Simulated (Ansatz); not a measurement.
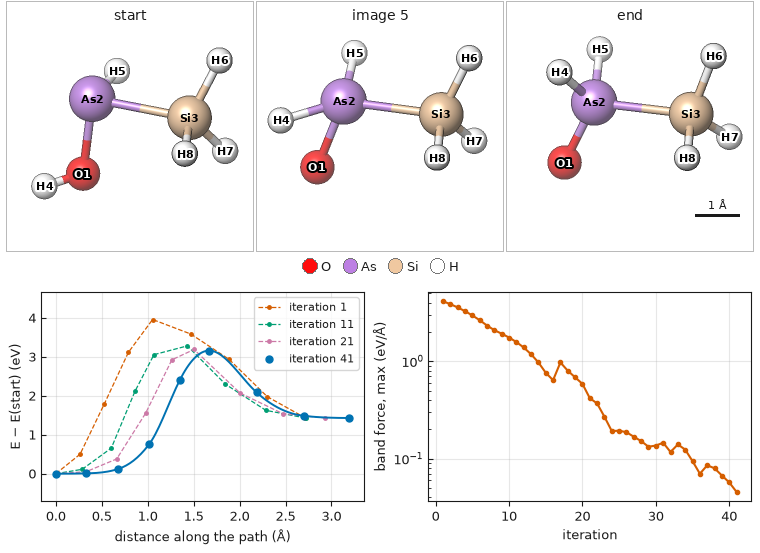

A nudged-elastic-band calculation for SiAsH₅O. Images are numbered from 0 (start) to 8 (end). The plot follows the band through its iterations. A ball-and-stick model, seen at a tilt.

These are results of RKS PBE/def2-SVP in Ansatz, not measurements. Run with 7 movable images; climbing image; force threshold 0.05 eV/Å; iteration limit 60; optimiser FIRE; largest step 0.02 Å; starting path through a guess of the saddle point.

Judge this run.

Answer. The run is converged, with reservations. The band converged in 41 iterations. The largest component of the band force went from 4.1 to 0.046 eV/Å. The climbing image converged on the top of the path. Its curvatures weren't checked. The step length is far from the usual. The first iteration put the highest image at 3.96 eV. The energy climbs by 3.16 eV to image 5 and then falls by 1.73 eV, so the end point sits at +1.43 eV.
